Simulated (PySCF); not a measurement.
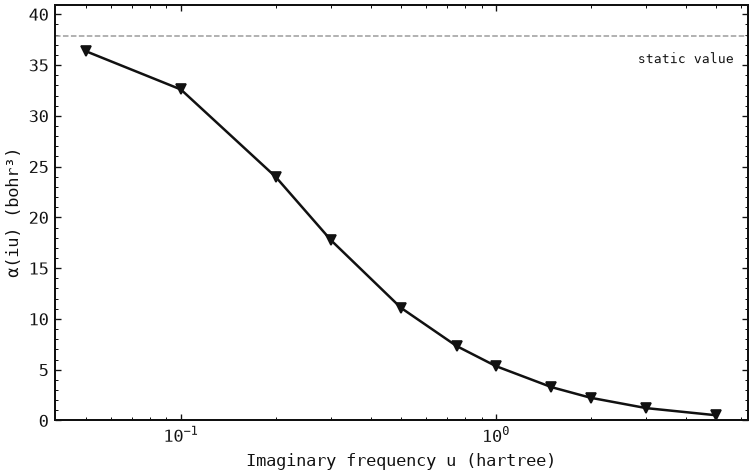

Figure 1. Dipole polarisability at imaginary frequency of Re⁺ ([Xe] 4f¹⁴ 5d⁵ 6s). Coupled response at the HF level; PySCF, aug-cc-pVTZ-PP with a 60-electron core potential, unrestricted single determinants, no spin-orbit coupling. The static dipole polarisability is 37.9 bohr³; α(iu) falls to half of it near u = 0.28 hartree. The Casimir–Polder integral gives C₆ = 325 hartree bohr⁶ for two such species.

**Atomic calculation, with input and output: Re⁺**

Re⁺, configuration 1s2 2s2 2p6 3s2 3p6 3d10 4s2 4p6 4d10 4f14 5s2 5p6 5d5 6s1, multiplicity 7. Computed at this level: unrestricted HF, aug-cc-pVTZ-PP with ECP60, scalar-relativistic core potential (PySCF).

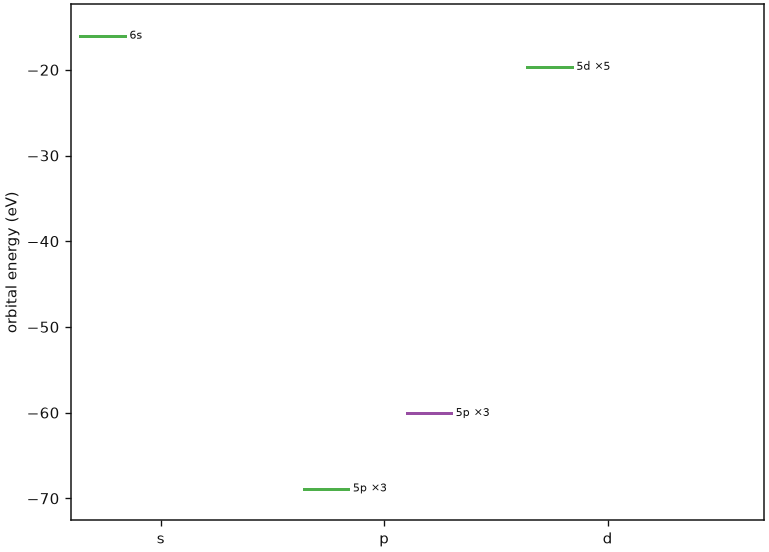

Figure 2. Orbital energies of the mean field, from the top down to −68.9 eV, by angular momentum, α spin at the left of each column and β at the right; ×n counts the orbitals under one label. The highest filled orbital is 6s α at −16.0 eV, the lowest empty one s β at −5.79 eV.

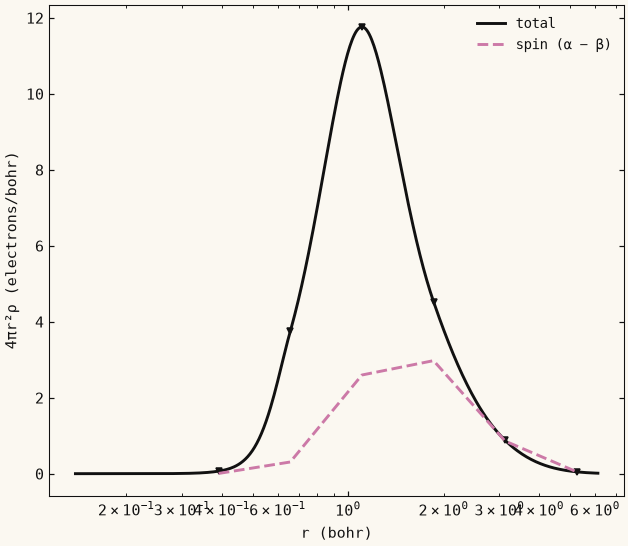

Figure 3. Spherically averaged radial density 4πr²ρ of the mean field (valence electrons alone, under a core potential) and its spin part; markers are the stored points, which are sparse, and the line is a monotone interpolation between them. The largest stored value is 11.8 electrons/bohr at r = 1.1 bohr. Root-mean-square radii of the shells: 5s 1.12, 5p 1.31, 5d 1.97, 6s 3.08 bohr.

These pictures come from the run below.

**The input**
```python
from pyscf import gto, scf, dft, mp, cc
mol = gto.M(atom="Re 0 0 0", charge=1, spin=6, symmetry="D2h",
            basis="aug-cc-pVTZ-PP",
            ecp="aug-cc-pVTZ-PP")
mf = scf.UHF(mol)
mf.irrep_nelec = {'Ag': (4, 1), 'B1g': (1, 0), 'B2g': (1, 0), 'B3g': (1, 0), 'B1u': (1, 1), 'B2u': (1, 1), 'B3u': (1, 1)}
mf.kernel()
```

The script is an equivalent of what the driver set up; the driver started from orbitals of its own, so the log can be shorter than this script's would be, and it computed the properties (radii, ⟨L²⟩, response) afterwards. It held the occupations shell by shell, which the script's counts by irreducible representation don't always enforce.

**Output (extracts)**
```
damping factor = 0
level_shift factor = 0
DIIS = <class 'pyscf.scf.diis.CDIIS'>
diis_start_cycle = 1
diis_space = 10
diis_damp = 0
SCF conv_tol = 1e-09
SCF conv_tol_grad = None
number electrons alpha = 10  beta = 4
cycle= 1 E= -77.6203110070726  delta_E= -1.65e-11  |g|= 1.14e-06  |ddm|= 6.63e-06
converged SCF energy = -77.6203110070726  <S^2> = 12.004467  2S+1 = 7.0012761
```

**Summary**

```
                                                quantity                      value
                                                 outcome                  converged
total energy (valence electrons, under a core potential)         −77.620311 hartree
                                                    ⟨S²⟩                     12.004
                                   static polarisability                 37.9 bohr³
                                     C₆ of the like pair          325 hartree bohr⁶
                                          SCF iterations                          1
                                                hardware  1 CPU thread, shared host
                                                CPU time    6.6 s (integrals apart)
```
